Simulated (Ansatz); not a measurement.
```xyz
10

Sn   -0.4948    0.0095   -1.3666
S    -0.2957    1.4249    2.2308
H    -0.4096   -0.5562   -2.9795
H    -2.1080   -0.0874   -0.8235
H     0.0014    1.6454   -1.3581
H     0.9373    0.9823    2.5230
As    1.1250   -1.3729    0.1335
H     0.1834    2.4453    1.5032
H    -0.0331   -1.9242    0.9511
H     1.0941   -2.5666   -0.8139
```

The product side of a reaction path; geometry: PBE0-D4/def2-TZVP; core potentials replace the inner electrons of Sn.

Level of theory: Ansatz 0.2.0, RKS PBE0-D4/def2-TZVPP.

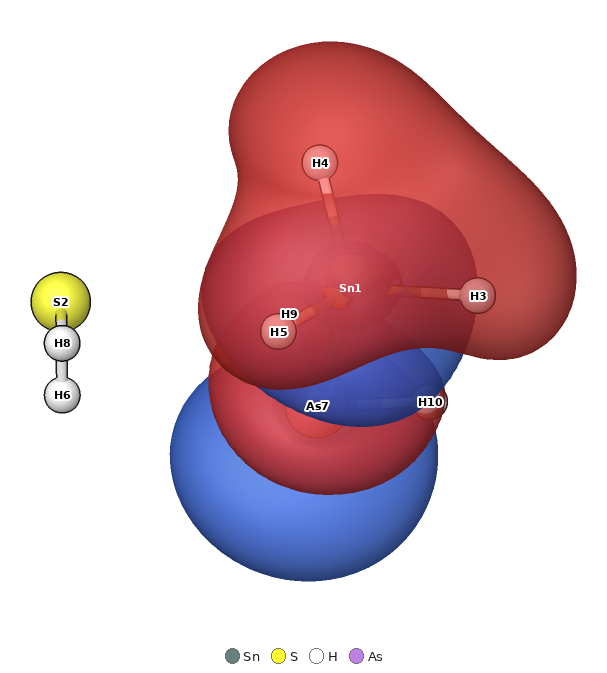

AsH5Sn···H2S. The LUMO at ±0.06 Å⁻³ᐟ² (blue and red are the two phases), seen at an oblique angle.

### What is the character of this orbital?

Its weight (Hirshfeld) is mainly on Sn1 (about 40 %), As7 (about 35 %) and H4 (about 5 %). Its energy is −0.43 eV.
